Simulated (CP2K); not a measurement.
# C2H6GeN (SMILES C/N=[CH]/[GeH2]) at GFN1-xTB

Aim: the energy change on altering one bond length of C2H6GeN at GFN1-xTB, from 2 runs. 

Program for the calculation: CP2K 2026.2.

3 further runs of the same task are left out: 3 set aside as unsound or not needed.

## Step 1: The structure to begin with

C2H6GeN has 10 atoms, charge 0, and is taken as a doublet. As SMILES, `C/N=[CH]/[GeH2]`. Geometry: a GFN2-xTB relaxation, a rough one for these elements and not checked as a minimum.

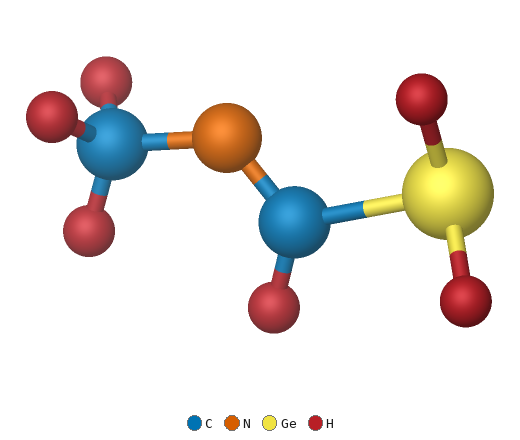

The structure, seen from a chosen angle (carbon blue, nitrogen orange, germanium yellow, hydrogen red).

## Step 2: Energy and forces at GFN1-xTB

File molecule.xyz:

```xyz
10

C     -0.597020     0.252330    -1.665500
N      0.195810    -0.168490    -0.554160
C     -0.238680    -0.233690     0.616760
Ge     1.056410    -0.807270     2.004390
H     -1.622140     0.533420    -1.387980
H     -0.621200    -0.561940    -2.391760
H     -0.099470     1.101330    -2.136970
H     -1.282210    -0.024550     0.888390
H      0.805360     0.197010     3.170650
H      2.403140    -0.288160     1.456180
```

File job.inp:

```
&GLOBAL
  PROJECT job
  RUN_TYPE ENERGY_FORCE
  PRINT_LEVEL MEDIUM
&END GLOBAL

&FORCE_EVAL
  METHOD QUICKSTEP
  &DFT
    MULTIPLICITY 2
    UNRESTRICTED_KOHN_SHAM T
    &QS
      METHOD XTB
      EPS_DEFAULT 1.0E-10
      &XTB
        GFN_TYPE 1
        CHECK_ATOMIC_CHARGES F
      &END XTB
    &END QS
    &POISSON
      PERIODIC NONE
      POISSON_SOLVER ANALYTIC
    &END POISSON
    &SCF
      SCF_GUESS ATOMIC
      EPS_SCF 1.0E-06
      MAX_SCF 50
      &OT
        MINIMIZER DIIS
        PRECONDITIONER FULL_SINGLE_INVERSE
      &END OT
      &OUTER_SCF
        EPS_SCF 1.0E-06
        MAX_SCF 10
      &END OUTER_SCF
    &END SCF
    &PRINT
      &MOMENTS
        PERIODIC F
        REFERENCE COM
        MAX_MOMENT 1
      &END MOMENTS
      &MO_CUBES
        NLUMO 1
        NHOMO -1
        WRITE_CUBE F
      &END MO_CUBES
      &HIRSHFELD OFF
      &END HIRSHFELD
    &END PRINT
  &END DFT
  &SUBSYS
    &CELL
      ABC 14 11.9 15.6
      PERIODIC NONE
    &END CELL
    &TOPOLOGY
      COORD_FILE_NAME molecule.xyz
      COORD_FILE_FORMAT XYZ
      &CENTER_COORDINATES
      &END CENTER_COORDINATES
    &END TOPOLOGY
  &END SUBSYS
  &PRINT
    &FORCES ON
    &END FORCES
  &END PRINT
&END FORCE_EVAL
```

On the command line:

```console
$ OMP_NUM_THREADS=1 cp2k.psmp -i job.inp > job.out 2>&1
```

Standard output:

```text
CP2K| version string:                                       CP2K version 2026.2
[...]
 GLOBAL| Method name                                                        CP2K
[...]
 GLOBAL| Run type                                                   ENERGY_FORCE
[...]
                             - Atoms:                                         10
[...]
                             - Spherical basis functions:                     33
[...]
 Number of electrons:                                                         12
[...]
     1 OT DIIS     0.80E-01    0.0     0.07248838       -12.0481618520 -1.20E+01
[...]
    26 OT DIIS     0.80E-01    0.0     0.00000078       -12.2193914827 -4.40E-10
  *** SCF run converged in    26 steps ***
[...]
 TB_DIPOLE| Moment [Debye]         -1.37551741       0.04228227      -0.85334345
 TB_DIPOLE| Derivative [a.u.]       0.00000000       0.00000000       0.00000000
[...]
 ENERGY| Total FORCE_EVAL ( QS ) energy [hartree]            -12.219391482795190
 FORCES| Atomic forces [hartree/bohr]
 FORCES|   Atom     x               y               z               |f|
 FORCES|      1 -7.73086525E-03  4.28116517E-03 -8.11185071E-03   1.19956982E-02
 FORCES|      2  1.84445677E-02 -4.06631786E-03 -1.25319343E-02   2.26668568E-02
 FORCES|      3 -7.22319156E-03 -3.05599095E-03  2.11533540E-02   2.25605399E-02
 FORCES|      4  2.01852727E-03  1.76078260E-02  3.15488091E-04   1.77259561E-02
 FORCES|      5  1.20391976E-03 -7.16297293E-04  1.27285635E-03   1.89279368E-03
 FORCES|      6 -3.76733078E-04 -3.68723447E-05  7.90922687E-04   8.76838685E-04
 FORCES|      7 -5.45307373E-04 -1.97620294E-05  5.57567572E-04   7.80148875E-04
 FORCES|      8 -1.46907835E-03  1.26491795E-04 -6.54447833E-04   1.61322451E-03
 FORCES|      9  2.06825187E-03 -9.05450162E-03 -5.88073398E-03   1.09929385E-02
 FORCES|     10 -6.39009100E-03 -5.06574085E-03  3.08877820E-03   8.71983625E-03
 FORCES| Sum     4.11996826E-16 -9.54097912E-18 -3.00107161E-16
 FORCES| Total atomic force                                       5.09800670E-16
[...]
```

It took 1.1 s on 1 thread of Arm Neoverse N1, shared host; peak memory 0.15 GiB.

## Step 3: The distorted shape at the same level

File molecule.xyz:

```xyz
10

C     -1.050319     0.453091    -2.151189
N     -0.257489     0.032271    -1.039849
C     -0.691979    -0.032929     0.131071
Ge     1.056410    -0.807270     2.004390
H     -2.075439     0.734181    -1.873669
H     -1.074499    -0.361179    -2.877449
H     -0.552769     1.302091    -2.622659
H     -1.735509     0.176211     0.402701
H      0.805360     0.197010     3.170650
H      2.403140    -0.288160     1.456180
```

File run.inp:

```
&FORCE_EVAL
   METHOD QUICKSTEP
   &DFT
      MULTIPLICITY 2
      LSD T
      # Quickstep
      &QS
         METHOD XTB
         EPS_DEFAULT 1.0E-10
         &XTB
            GFN_TYPE 1
            CHECK_ATOMIC_CHARGES F
         &END XTB
      &END QS
      &POISSON
         PERIODIC NONE
         POISSON_SOLVER ANALYTIC
      &END POISSON
      &SCF
         SCF_GUESS ATOMIC
         EPS_SCF 1.0E-06
         MAX_SCF 50
         &OT
            MINIMIZER DIIS
            PRECONDITIONER FULL_SINGLE_INVERSE
         &END OT
         &OUTER_SCF
            EPS_SCF 1.0E-06
            MAX_SCF 10
         &END OUTER_SCF
      &END SCF
      &PRINT
         &MOMENTS
            PERIODIC F
            REFERENCE COM
            MAX_MOMENT 1
         &END MOMENTS
         &MO_CUBES
            NLUMO 1
            NHOMO -1
            WRITE_CUBE F
         &END MO_CUBES
         &HIRSHFELD OFF
         &END HIRSHFELD
      &END PRINT
   &END DFT
   &SUBSYS
      # vacuum box
      &CELL
         ABC 14.5 12.1 16
         PERIODIC NONE
      &END CELL
      &TOPOLOGY
         COORD_FILE_NAME molecule.xyz
         COORD_FILE_FORMAT XYZ
         &CENTER_COORDINATES
         &END CENTER_COORDINATES
      &END TOPOLOGY
   &END SUBSYS
   # extra output
   &PRINT
      &FORCES ON
      &END FORCES
   &END PRINT
&END FORCE_EVAL

&GLOBAL
   PROJECT_NAME run
   RUN_TYPE ENERGY_FORCE
   PRINT_LEVEL MEDIUM
&END GLOBAL
```

On the command line:

```console
$ OMP_NUM_THREADS=1 cp2k.psmp -i run.inp > run.out 2>&1
```

Standard output:

```text
CP2K| version string:                                       CP2K version 2026.2
[...]
 GLOBAL| Method name                                                        CP2K
[...]
 GLOBAL| Run type                                                   ENERGY_FORCE
[...]
                             - Atoms:                                         10
[...]
                             - Spherical basis functions:                     33
[...]
 Number of electrons:                                                         12
[...]
     1 OT DIIS     0.80E-01    0.0     0.06373842       -12.0315164224 -1.20E+01
[...]
    25 OT DIIS     0.80E-01    0.0     0.00000086       -12.1728250722 -3.70E-10
  *** SCF run converged in    25 steps ***
[...]
 TB_DIPOLE| Moment [Debye]         -1.44294509      -0.07043974      -0.91928376
 TB_DIPOLE| Derivative [a.u.]       0.00000000       0.00000000       0.00000000
[...]
 ENERGY| Total FORCE_EVAL ( QS ) energy [hartree]            -12.172825072352371
 FORCES| Atomic forces [hartree/bohr]
 FORCES|   Atom     x               y               z               |f|
 FORCES|      1 -6.09230236E-03  3.84412102E-03 -1.44470428E-02   1.61434340E-02
 FORCES|      2  6.39448520E-03 -5.11783641E-03  2.72341812E-02   2.84390983E-02
 FORCES|      3  1.76585937E-02 -7.76727315E-03  7.60318827E-03   2.07355958E-02
 FORCES|      4 -2.18089039E-02  1.60985324E-02 -2.34618946E-02   3.58504049E-02
 FORCES|      5  2.01786651E-03 -1.07440522E-03  1.48637890E-03   2.72680291E-03
 FORCES|      6 -7.88317287E-04 -1.54852997E-04  3.85255223E-04   8.90979900E-04
 FORCES|      7 -4.61952563E-04  3.91718395E-04  5.50990396E-04   8.18800274E-04
 FORCES|      8  4.64378300E-03 -8.95586535E-04  3.97064064E-03   6.17517473E-03
 FORCES|      9  4.04041491E-03 -5.17114641E-03 -7.41001802E-03   9.89818543E-03
 FORCES|     10 -5.60366715E-03 -1.53271104E-04  4.08832079E-03   6.93822343E-03
 FORCES| Sum     1.09287579E-16 -3.61229059E-16  1.53523028E-16
 FORCES| Total atomic force                                       4.07430396E-16
[...]
```

Run time: 1.1 s. Hardware: 1 thread of Arm Neoverse N1, shared host; peak memory 0.15 GiB.

## Step 4: Summary of results

Level: GFN1-xTB.

| quantity | value |
| --- | --- |
| first shape: total energy | -12.21939 Eh |
| first shape: dipole moment (from atomic charges alone) | 1.62 D |
| first shape: HOMO energy (highest over α and β) | -10.05 eV |
| first shape: dispersion energy | -7.72 kJ/mol |
| first shape: largest force on an atom | 1.166 eV/Å |
| distorted shape: total energy | -12.17283 Eh |
| distorted shape: dipole moment (from atomic charges alone) | 1.71 D |
| distorted shape: HOMO energy (highest over α and β) | -9.99 eV |
| distorted shape: dispersion energy | -7.48 kJ/mol |
| distorted shape: largest force on an atom | 1.844 eV/Å |
| energy change with the C3–Ge4 bond stretched from 1.983 to 2.677 Å | 1.267 eV |

In words: With the C3–Ge4 bond stretched from 1.983 to 2.677 Å the energy rises by 1.27 eV (122 kJ/mol). The first shape isn't relaxed at this level, so the change isn't measured from a minimum. The largest force (first shape) is 1.17 eV/Å: the shape isn't a stationary point for this species at this level. The dipole (first shape) comes from point charges on the atoms alone, without atomic dipoles, so it is partial. The dipole (distorted shape) comes from point charges on the atoms alone, without atomic dipoles, so it is partial.
